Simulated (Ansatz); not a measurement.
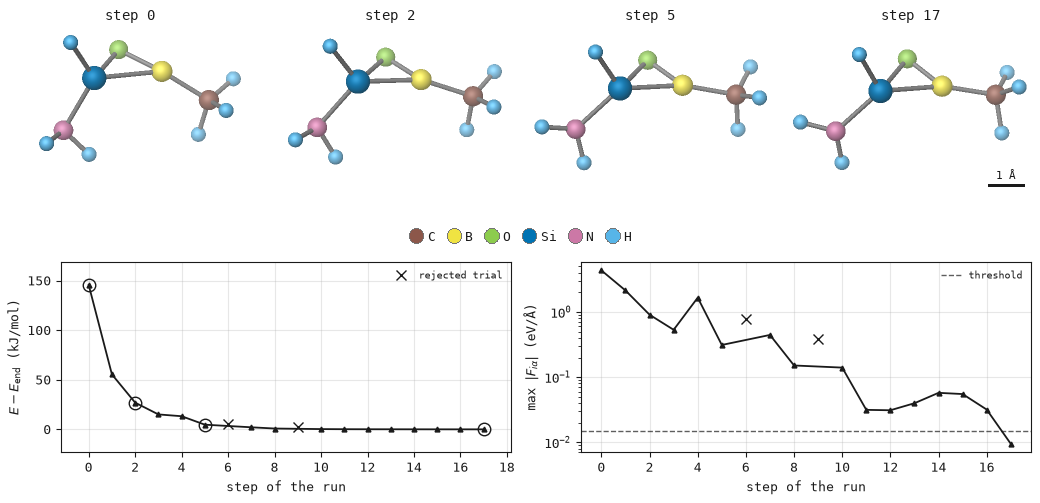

Frames of a relaxation of CH6BNOSi, marked on the history of the run. Style: ball-and-stick. Shown at a tilt.

The run prepares an end point of a later path (inversion) calculation, from a guessed geometry.

The calculation used RKS B3LYP-D4/def2-SVP in Ansatz.

The input:
```yaml
crystal:
  periodic: [false, false, false]
  atoms:
    - { symbol: C, position_ang: [-1.24, -1.6101, 0.284] }
    - { symbol: B, position_ang: [-0.2025, -0.5779, 0.855] }
    - { symbol: O, position_ang: [1.1819, -0.2713, 1.0878] }
    - { symbol: Si, position_ang: [0.7478, 1.1849, 0.4536] }
    - { symbol: "N", position_ang: [1.3069, 1.3276, -1.2269] }
    - { symbol: H, position_ang: [-2.2873, -1.0691, 0.3196] }
    - { symbol: H, position_ang: [-1.2698, -2.4974, 0.8738] }
    - { symbol: H, position_ang: [-1.0044, -1.7853, -0.79] }
    - { symbol: H, position_ang: [1.0178, 2.2569, 1.4535] }
    - { symbol: H, position_ang: [1.0728, 2.3032, -1.5025] }
    - { symbol: H, position_ang: [0.7422, 0.6816, -1.787] }
basis:
  gaussian: { orbitals: def2-SVP }
hamiltonian:
  xc: b3lyp
  dispersion: d4
relax:
  f_tol: 0.015
  max_steps: 40
output:
  orbitals: {}
```

Command:
```bash
ansatz run input.yaml --threads 2 --pin off --max-ram 3072MiB --backend cpu --events-out ev --progress --plain --runs-dir out
```

**Describe the path.**

Over 15 accepted moves (17 points after the start) the energy falls by 145.7 kJ/mol. Largest force component: 4.3 eV/Å at the start, 0.0095 eV/Å at the end. The line search rejected the trial steps at points 6, 9 of the run. H10 moves most after the best rigid fit: 1.08 Å. Largest moves by element: H 1.08 Å, Si 0.42 Å, B 0.41 Å, N 0.38 Å, O 0.35 Å, C 0.24 Å. Near-neighbour distances that change, for instance: O3–Si4 1.647 → 1.809 Å, B2–Si4 2.042 → 1.921 Å, B2–O3 1.437 → 1.340 Å, C1–H6 1.179 → 1.104 Å. Among the angles between lasting bonds that change: C1–B2–Si4 143.4° → 161.8°, Si4–N5–H10 104.8° → 122.7°, Si4–N5–H11 107.0° → 122.8°. Cost: 39 s on 2 threads of AMD EPYC 7R13 Processor (Zen 3), with other jobs on the host, peak memory 0.25 GiB. From step 0 to 2: H11 moves most (0.39 Å), energy −118.8 kJ/mol. From step 2 to 5: H10 moves most (0.58 Å), energy −22.2 kJ/mol. From step 5 to 17: H10 moves most (0.30 Å), energy −4.71 kJ/mol.
